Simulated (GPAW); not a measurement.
SnO2 (Pnnm), O K edge of atom 3, with 3 Sn at 2.09 Å (distorted trigonal planar, site symmetry m). Method: GPAW, LDA, full core hole (charged cell), 24-atom cell with 6.8 Å between holes, 3×3×3 k points, dipole transitions, Gaussian full width 0.9 eV up to 4 eV, rising linearly to 3.5 eV at 25 eV.

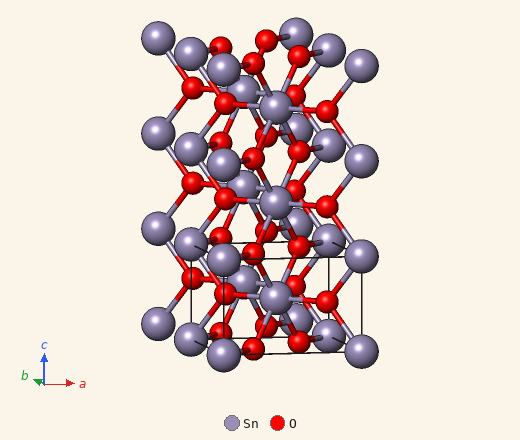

The structure (tin purple, oxygen red). 1×2×3 cells are drawn. Some periodic images of atoms are drawn too.

```xyz
6
Lattice="4.7880 0.0000 0.0000 0.0000 4.8666 0.0000 0.0000 0.0000 3.2409" Properties=species:S:1:pos:R:3 pbc="T T T"
Sn    0.0000    0.0000    0.0000
Sn    2.3940    2.4333    1.6204
O     3.3906    3.3042    0.0000
O     0.9966    3.9957    1.6204
O     3.7914    0.8709    1.6204
O     1.3974    1.5624    0.0000
```

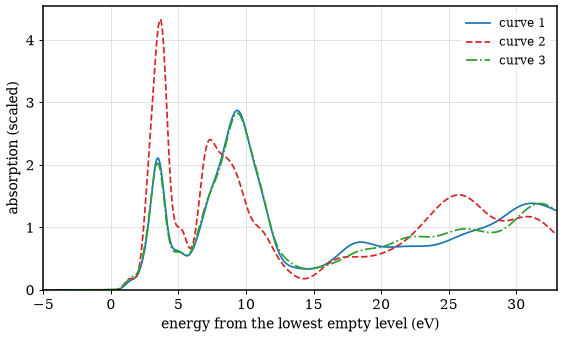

Energy from the lowest empty level; a common scale on which the isotropic spectrum has a mean of 1 over the first 20 eV.

Q: The curves are for the electric vector along different Cartesian axes of the cell as given, averaged over the symmetry-equivalent atoms. Which is which?

Curve 1: along y, main maxima 3.5 eV (2.11), 9.4 eV (2.87) and 18.5 eV (0.77). Curve 2: along z, main maxima 3.6 eV (4.32) and 7.4 eV (2.41). Curve 3: along x, main maxima 3.5 eV (2.02) and 9.4 eV (2.83). A K edge sees empty p states on the absorber. Each direction probes the empty orbitals that point along it. The mesh is coarse (0.35 Å⁻¹ between points), so small maxima may be mesh ripples. Lifetime broadening is put in by hand, and intensities beyond about 20 eV depend on it and on the partial waves.

[Banner, clock and machine lines of the logs are left out without a mark of their own.]

[Logs are printed without paths, hosts, clocks, repeated set-up lines and the standing remarks that a program may print on its own settings, such as how far it seeks lower states.]

[Hosts, paths, dates, database ids (printed as entryN), source tags and the programs' standing remarks are cut or masked in the printed files.]

[Lists of maxima count a maximum above −3 eV only where it reaches 4 % of the highest in the window and stands out from its surroundings by 2 % of it (1.5 % where it reaches 55 %); shoulders and weaker maxima are passed over, and of the rest the first, up to two pre-edge ones and the few strongest are named.]
